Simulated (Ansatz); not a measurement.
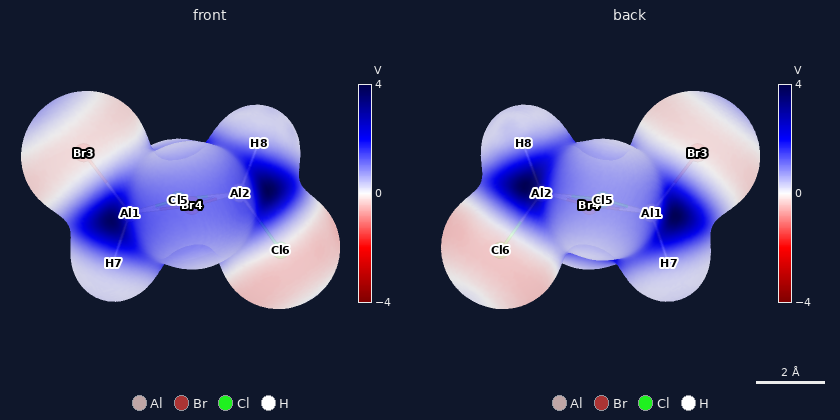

Figure 1: Al2Br2Cl2H2. The molecular electrostatic potential painted on the density surface at 0.004 e/bohr³, seen from the front and from behind; the colour scale runs from red (negative) to blue (positive).

Geometry: PBE0-D4/def2-SVP.

Computed with isolated molecule in a Gaussian basis; Kohn-Sham density functional theory, functional PBE0 in Ansatz.

```xyz
8

Al    0.2782   -1.1322    0.5955
Al    1.1340    1.5789   -1.1178
Br   -1.8919   -1.7312    0.5743
Br    0.4276    1.2414    1.2052
Cl    0.9189   -0.6681   -1.5697
Cl    3.1819    2.0397   -1.1216
H     1.4023   -1.9459    1.3222
H     0.0590    2.4001   -1.9057
```

> Describe the electrostatic potential map.

The most negative region (about −0.4 V) lies over Cl6, the most positive (about +3.7 V) over Al1 and Al2. Br3 shows a σ-hole: about +0.6 V at the tip opposite its bond, against about −0.2 V on its flanks.
